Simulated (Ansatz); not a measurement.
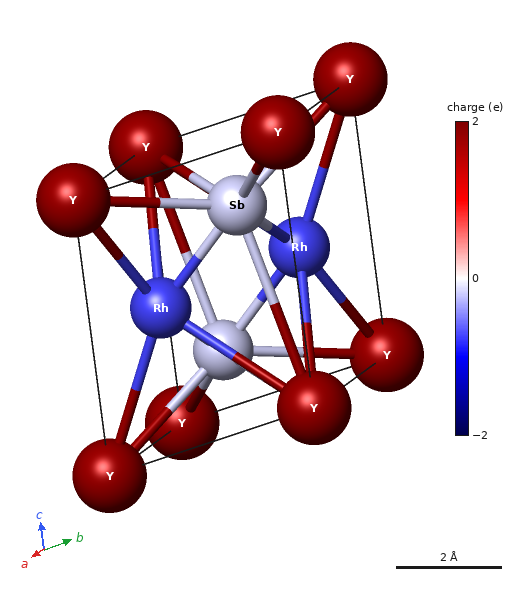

The image is a ball-and-stick drawing of a crystal, viewed slightly off an axis. One simulation cell is framed, with atoms on its boundary repeated. The atoms of this YSb$_{2}$Rh$_{2}$ cell are coloured by their Bader charge.

Run with DFT, PAW plane waves, r2SCAN+U (Ansatz) and these settings: a 500 eV plane-wave basis, an 8×8×8 grid in reciprocal space, Fermi-Dirac smearing of 0.1 eV, U_eff = 2.49 eV on Rh d, no spin polarisation.

Q: What do the colours say about charge transfer?

A: Most positive: Y; most negative: Rh. Charges: about Y +1.8 e; Sb -0.2 e; Rh -0.7 e.

Shown is a generated cell, made by putting these elements into a known structure type (the compound may or may not exist in this form), as it stood before any relaxation. Ansatz was used for an electronic-structure calculation on it.

At this level of theory the cell isn't at rest (stretched, at -6 GPa and forces up to 1.6 eV/Å), so its distances can differ from those at equilibrium, the more so the softer the solid.
